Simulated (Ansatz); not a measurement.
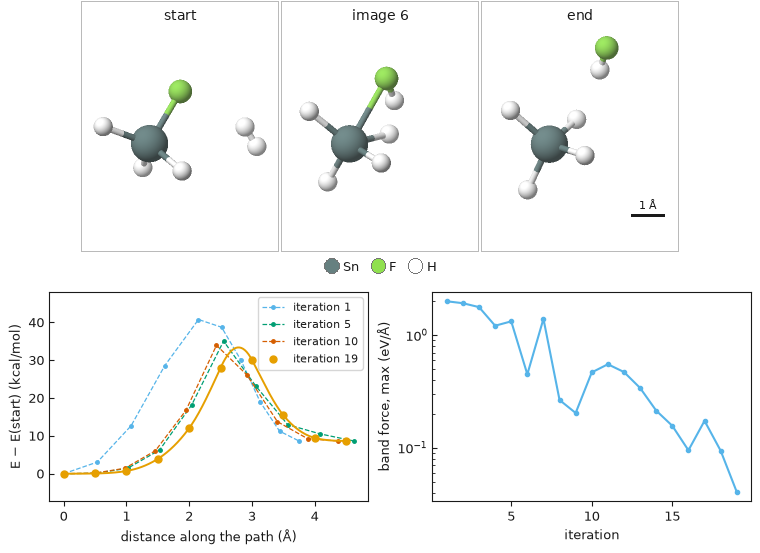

A search for the minimum-energy path of SnH5F, made up at the start of SnH3F and H$_{2}$ by the nudged elastic band. Images are numbered from 0 (start) to 9 (end). The plot follows the band through its iterations. Style: ball-and-stick. Shown from a free direction.

The calculation used RKS r2SCANh-D4/def2-TZVP in Ansatz. Set-up: 8 movable images; no climbing image; force threshold 0.05 eV/Å; iteration limit 60; starting path through a guess of the saddle point.

> How did the profile develop, and is the result final?

The run is converged, with reservations. The band converged in 19 iterations. The largest component of the band force went from 2 to 0.04 eV/Å. No image climbed, so the highest image needn't lie on the saddle point, and the true maximum along this path can be higher. The first iteration put the highest image at 40.8 kcal/mol. The highest point, image 6, lies 30.0 kcal/mol above the start and 21.3 kcal/mol above the end; the end is at +8.7 kcal/mol relative to the start.

Limits of the set-up: the start holds two separate molecules, 2.5 Å apart at their closest, whose relative position is a soft coordinate.
